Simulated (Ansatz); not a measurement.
C₉H₁₉NOSiZr

```yaml
atoms:
  - { symbol: C, position_ang: [-1.4396, -0.9736, 3.0559] }
  - { symbol: O, position_ang: [-1.3033, -0.5322, 1.7479] }
  - { symbol: Zr, position_ang: [-0.5889, -0.3944, -0.0305] }
  - { symbol: C, position_ang: [-2.2188, -1.1655, -1.3874] }
  - { symbol: N, position_ang: [-0.5655, 1.6050, -0.4567] }
  - { symbol: C, position_ang: [-0.7051, 2.6826, 0.4898] }
  - { symbol: C, position_ang: [-0.3333, 2.0844, -1.7958] }
  - { symbol: C, position_ang: [0.7451, -2.6220, 0.0805] }
  - { symbol: C, position_ang: [0.7036, -2.2494, -1.2796] }
  - { symbol: C, position_ang: [1.4222, -1.0473, -1.4194] }
  - { symbol: C, position_ang: [1.8994, -0.6435, -0.1433] }
  - { symbol: Si, position_ang: [2.8678, 0.8902, 0.2391] }
  - { symbol: C, position_ang: [1.4702, -1.6410, 0.7767] }
  - { symbol: H, position_ang: [-2.4221, -1.4346, 3.2046] }
  - { symbol: H, position_ang: [-1.3462, -0.1360, 3.7564] }
  - { symbol: H, position_ang: [-0.6721, -1.7162, 3.3073] }
  - { symbol: H, position_ang: [-2.4459, -2.2286, -1.2553] }
  - { symbol: H, position_ang: [-3.1301, -0.5997, -1.1551] }
  - { symbol: H, position_ang: [-2.0007, -1.0086, -2.4504] }
  - { symbol: H, position_ang: [-1.5438, 3.3425, 0.2235] }
  - { symbol: H, position_ang: [0.1998, 3.3079, 0.5343] }
  - { symbol: H, position_ang: [-0.8933, 2.2936, 1.4930] }
  - { symbol: H, position_ang: [-0.2348, 1.2532, -2.5014] }
  - { symbol: H, position_ang: [0.5807, 2.6932, -1.8667] }
  - { symbol: H, position_ang: [-1.1714, 2.7030, -2.1485] }
  - { symbol: H, position_ang: [0.2687, -3.4895, 0.5154] }
  - { symbol: H, position_ang: [0.2087, -2.7906, -2.0717] }
  - { symbol: H, position_ang: [1.5704, -0.5038, -2.3427] }
  - { symbol: H, position_ang: [4.3095, 0.5791, 0.4419] }
  - { symbol: H, position_ang: [2.3637, 1.5258, 1.4862] }
  - { symbol: H, position_ang: [2.7501, 1.8473, -0.8904] }
  - { symbol: H, position_ang: [1.6551, -1.6312, 1.8423] }
```

Geometry: PBE0-D4/def2-TZVP; core potentials replace the inner electrons of Zr.

Level of theory: RKS PBE0-D4/def2-TZVPP (Ansatz 0.2.0).

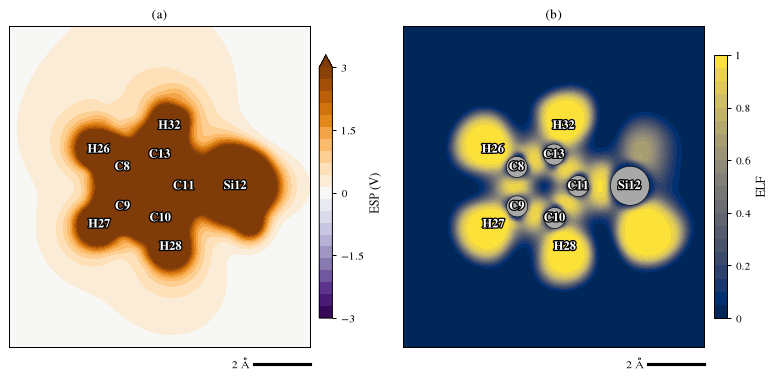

Figure 1. (a) molecular electrostatic potential; (b) electron localisation function on the plane of atoms C13, C8 and H26. Grey discs cover the atomic cores in the ELF map.

**Describe what can be read from this map.**

The section cuts through C, Si and H sites. C–C (1.40 Å): the ELF peaks at about 0.95 between the atoms; a covalent bond. C–Si (1.85 Å): the ELF peaks at about 0.95 between the atoms, as expected for a shared electron pair. The potential has no marked negative region in this plane.

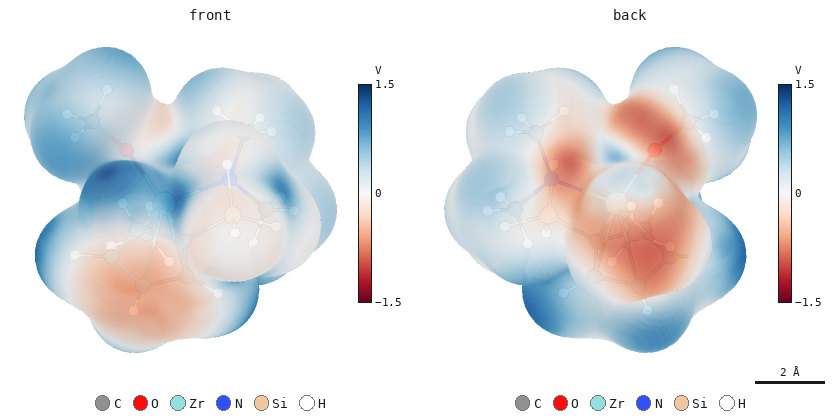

Figure 2. The molecular electrostatic potential painted on the density surface at 0.002 e/bohr³, seen from the front and from behind; red is negative and blue positive.

**Where is the surface potential most negative and most positive?**

The most negative region (about −0.9 V) lies over O2, C4 and N5, the most positive (about +1.1 V) over Si12, H26, H28 and H32.

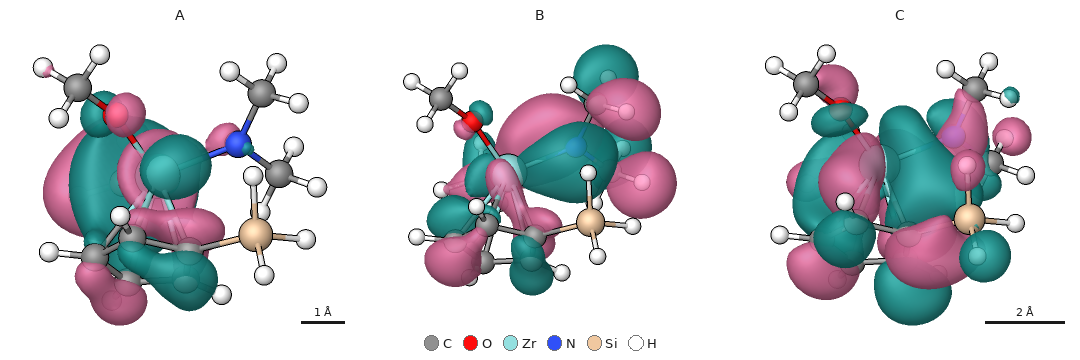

Figure 3. Three frontier orbitals at ±0.06 Å⁻³ᐟ² (teal and pink are the two phases), in no order.

**Order the three orbitals by energy and name them.**

A is the HOMO−1 (−6.86 eV). Its weight (Hirshfeld) is mainly on C4 (about 50 %) and Zr3 (about 25 %). B is the HOMO (−6.10 eV). It lies mainly on N5 (about 45 %), Zr3 (about 10 %), C6 (about 5 %) and C7 (about 5 %). C is the LUMO (−0.55 eV). Its weight (Hirshfeld) is mainly on Zr3 (about 35 %), C11 (about 10 %), C10 (about 10 %) and C13 (about 5 %).

**What is the HOMO–LUMO gap?**

5.55 eV between the orbital energies.

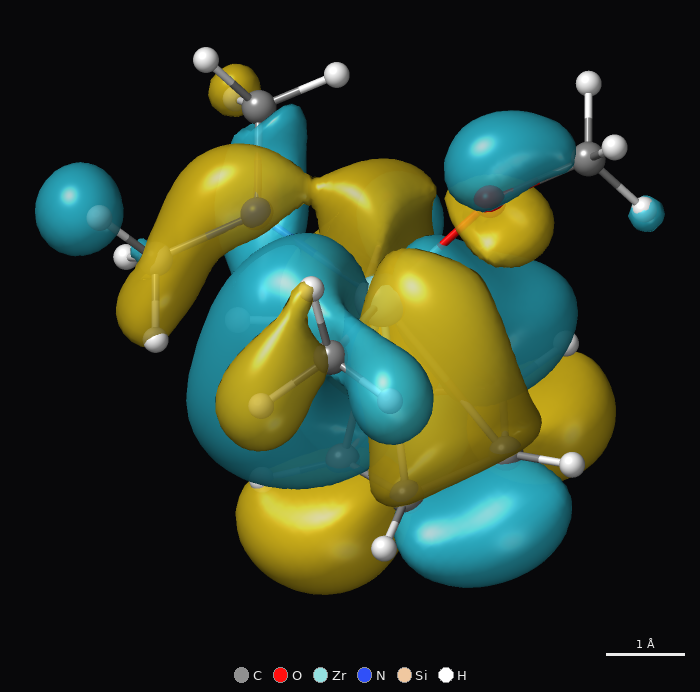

Figure 4. One frontier orbital at ±0.05 Å⁻³ᐟ² (yellow and cyan are the two phases), seen at an oblique angle.

**Which orbital is it: HOMO or LUMO?**

The LUMO, at −0.55 eV. Its weight (Hirshfeld) is mainly on Zr3 (about 35 %), C11 (about 10 %), C10 (about 10 %) and C13 (about 5 %).
